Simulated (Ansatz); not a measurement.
# Ta2NF2 monolayer: a soft mode frozen in, part 3 of 3

Wanted: the energy along a soft mode of Ta2NF2 monolayer and the structure at the end.

Ansatz 0.2.0; DFT PBEsol, scalar-relativistic, plane waves, PAW.

So far. Step 4 (The mode frozen in, largest atomic shift 0.32 Å): The energy, extrapolated to zero smearing, is -8.91 meV/atom against the undistorted cell. Step 5 (Energy along the mode, all amplitudes (two of the runs …): The lowest of the steps tried is at 0.32 Å, 8.91 meV/atom below the parent; the bottom of the well need not coincide with a step.

**6. Relaxing from the distorted cell (continued)**

The steps of the relaxation:

```
step  energy less that of the first step (eV)  largest force component (eV/Å)  volume (Å³)
   1                                   0.0000                          0.8775       913.89
   2                                  -0.3945                          0.9715       865.15
   3                                  -0.5662                          0.6966       869.97
   4                                  -0.6780                          0.3758       873.48
   5                                  -0.7143                          0.2917       872.23
   6                                  -0.7165                          0.2846       871.45
   7                                  -0.7293                          0.1020       869.70
   8                                  -0.7243                          0.1157       873.01
   9                                  -0.7306                          0.0146       870.95
  10                                  -0.7304                          0.0019       871.24
 11*                                  -0.7064                          0.0017       871.24
  12                                  -0.7077                          0.0046       869.96
  13                                  -0.7078                          0.0014       869.88
 14*                                  -0.7068                          0.0014       869.88
```

Relaxation steps marked * repeat the geometry before them on a plane-wave basis chosen anew for their cell, so energy and pressure can jump there. Relaxation step 8 was tried and not accepted.

The run keeps the 6 symmetry operations that it works with, so distortions that break them were not tested.

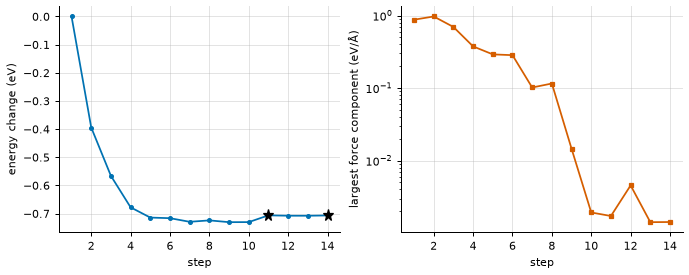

Energy and largest force along the relaxation. Stars mark steps on a basis chosen anew.

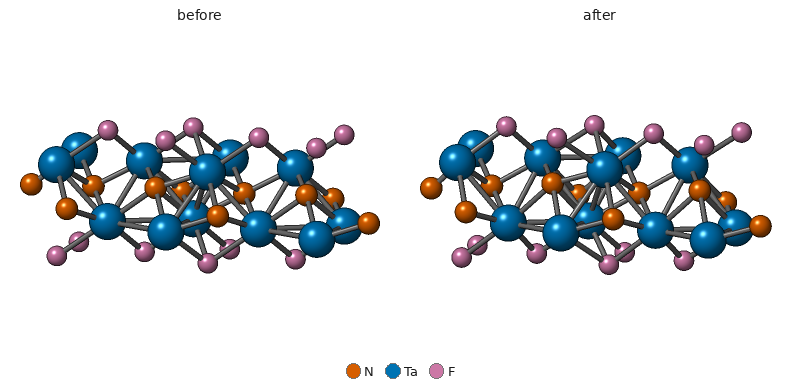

Before and after, at one scale. Bonds to atoms that aren't drawn are left out.

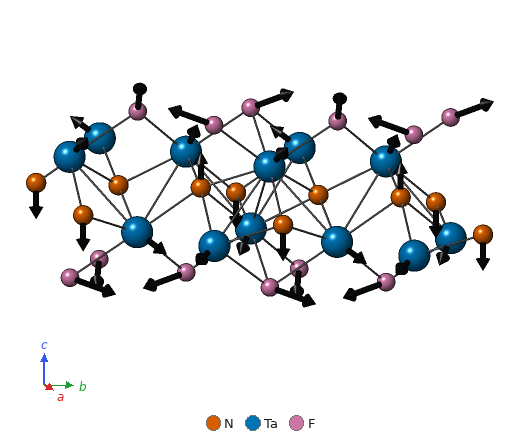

Displacements in the relaxation, exaggerated, measured against the changing cell; the longest in the cell stands for 0.23 Å. Bonds to atoms that aren't drawn are left out. 1×2×1 cells are drawn. Some periodic images of atoms are drawn too.

| cell as run | before | after | change |
| --- | --- | --- | --- |
| a (Å) | 5.638 | 5.500 | -2.4 % |
| b (Å) | 5.638 | 5.500 | -2.4 % |

The atoms that moved most (Å, along periodic axes as changes of fractional coordinates times the final cell, across vacuum about the mean position):

| atom | dx | dy | dz | length |
| --- | --- | --- | --- | --- |
| F15 | -0.150 | 0.156 | -0.087 | 0.234 |
| F14 | -0.060 | -0.208 | -0.087 | 0.234 |
| F10 | 0.060 | 0.208 | 0.087 | 0.234 |
| F13 | 0.210 | 0.052 | -0.087 | 0.234 |
| F12 | 0.150 | -0.156 | 0.087 | 0.234 |
| F11 | -0.210 | -0.052 | 0.087 | 0.234 |
| N1 | 0.000 | 0.000 | -0.138 | 0.138 |
| N3 | 0.000 | 0.000 | 0.138 | 0.138 |

Final coordinates:

```cif
data_structure
_symmetry_space_group_name_H-M 'P 1'
_symmetry_Int_Tables_number 1
_cell_length_a 5.5004
_cell_length_b 5.5004
_cell_length_c 33.2000
_cell_angle_alpha 90.000
_cell_angle_beta 90.000
_cell_angle_gamma 60.000
_cell_volume 869.88
loop_
_atom_site_label
_atom_site_type_symbol
_atom_site_fract_x
_atom_site_fract_y
_atom_site_fract_z
_atom_site_occupancy
N1 N 0.00000 0.00000 0.28740 1
N2 N 0.33333 0.33333 0.30120 1
N3 N 0.66667 0.66667 0.31500 1
Ta4 Ta 0.01683 0.29647 0.33330 1
Ta5 Ta 0.29647 0.68670 0.33330 1
Ta6 Ta 0.68670 0.01683 0.33330 1
Ta7 Ta 0.37019 0.97997 0.26911 1
Ta8 Ta 0.64983 0.37019 0.26911 1
Ta9 Ta 0.97997 0.64983 0.26911 1
F10 F 0.36617 0.02142 0.37335 1
F11 F 0.61241 0.36617 0.37335 1
F12 F 0.02142 0.61241 0.37335 1
F13 F 0.05426 0.30050 0.22906 1
F14 F 0.30050 0.64524 0.22906 1
F15 F 0.64524 0.05426 0.22906 1
```

This step gave:

```
area per atom : 1.747 Å²
```

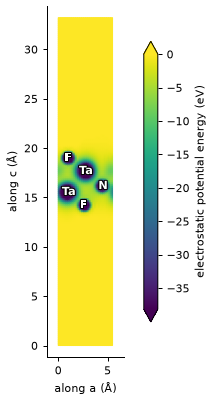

Electrostatic potential energy in the ac plane at fractional y = 0.017, with atoms of N and Ta and F within 0.2 Å of it. With pseudopotentials it is smooth inside the atoms' cores, unlike the true potential. The map starts off the cell's origin, so that atoms lie inside it.

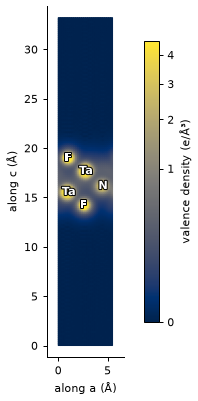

Valence density in the ac plane at fractional y = 0.017, with atoms of N and Ta and F within 0.2 Å of it. It is the smooth field of the valence electrons, not physical close to the nuclei. The map starts off the cell's origin, so that atoms lie inside it. The colour scale is stretched toward low values.

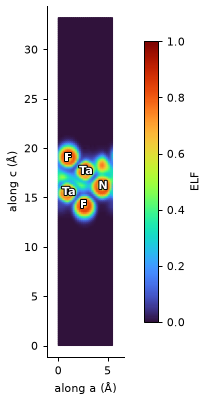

ELF in the ac plane at fractional y = 0.017, with atoms of N and Ta and F within 0.2 Å of it. It is the smooth field of the valence electrons, not physical close to the nuclei. The map starts off the cell's origin, so that atoms lie inside it.

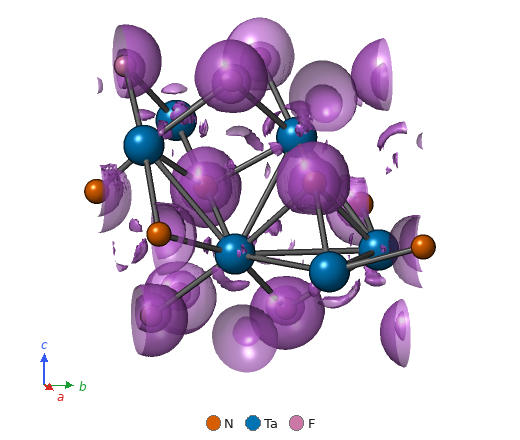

Surface of ELF = 0.76. Bonds to atoms that aren't drawn are left out.

The distorted start has space group P-3; the relaxation ends in P-3.

**7. The phases reached**

The phases reached along the modes that were followed are set side by side.

Energies are those of the first relaxation, on the mesh of the frozen mode; space group, volume and gap are those of the last relaxation. Phases, by row:

| mode frozen in | space group | energy from parent (meV/atom) | volume (Å³/atom) | gap on mesh (eV) | lowest zone-centre optical mode (cm⁻¹) | largest shift (Å) |
| --- | --- | --- | --- | --- | --- | --- |
| parent | P-3m1 | 0 | 60.93 | 0 | – | – |
| q = (0, -0.5, 0), 148i cm⁻¹ | P2_1/m | -171.6 | 57.73 | 0 | – | 0.995 |
| q = (0.333, 0.333, 0), 132i cm⁻¹ | P-3 | -55.87 | 57.99 | 0 | – | 0.458 |

**8. Results**

```
unstable mode of the parent                                                      : q = (0.333, 0.333, 0), 132i cm⁻¹
depth at the lowest point sampled                                                : 8.91 meV/atom
largest atomic shift at that point                                               : 0.32 Å
space group reached (within 0.01 Å)                                              : P-3
energy gained over the parent (first relaxation, on the mesh of the frozen mode) : 55.9 meV/atom
area per atom, phase reached                                                     : 1.75 Å²
```

**Reading.** Along this mode the structure falls into P-3, 55.9 meV/atom below the parent. At the parent's cell the well is 8.912 meV/atom deep on the steps tried, with its lowest point at a shift of 0.32 Å. Relaxing atoms and cell changes the gain by +46.96 meV/atom against the lowest step (energies at zero smearing). Most of the total comes from this relaxation. The modes of the phase reached were not computed on this path. Of the 2 patterns followed to their end from this parent, this one ends 116 meV/atom above the lowest, P2_1/m. Each path keeps the symmetry of its pattern, so a lower phase may lie along a pattern not tried. With no gap, or one that is small against the smearing, the frequencies hang on the k mesh and the smearing, most of all near Kohn anomalies. The phonon runs are without spin polarisation, although the cell has an odd electron count. In a sheet or slab the interpolated bending branch near Γ is rough, since the rotational sum rule isn't imposed. Spin-orbit coupling is left out, which can matter for the heavy elements here. A phonon run warned that its eigensolver left some bands unconverged in a pass. The starting cell was built on a prototype and not taken from a measurement.

[Logs are printed without paths, hosts, clocks, repeated set-up lines and the standing remarks that a program may print on its own settings, such as how far it seeks lower states.]

[Hosts, paths, dates, database ids (printed as entryN), source tags and the programs' standing remarks are cut or masked in the printed files.]
